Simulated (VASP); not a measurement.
```
Ca
1.0
    0.00000     2.76263     2.76263
    2.76263     0.00000     2.76263
    2.76263     2.76263     0.00000
Ca
1
Direct
  0.00000   0.00000   0.00000
```

All values below come from PBE GGA, VASP's PBE PAW potentials (set 64) (plane waves; VASP). Numerical set-up: 520 eV cut-off, 13×13×13 Γ-centred mesh, tetrahedra with Blöchl corrections, potentials Ca_sv.

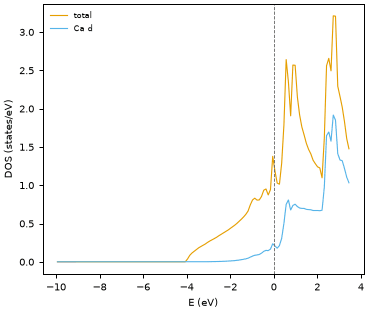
Figure: Total and projected density of states, zero at the Fermi level

Within 2 eV below the Fermi level the largest weight inside VASP's projection spheres is Ca d, then Ca s.

It has no gap at this level: it comes out as a metal or semimetal.

The compound is Ca in the fcc structure. It was relaxed first.
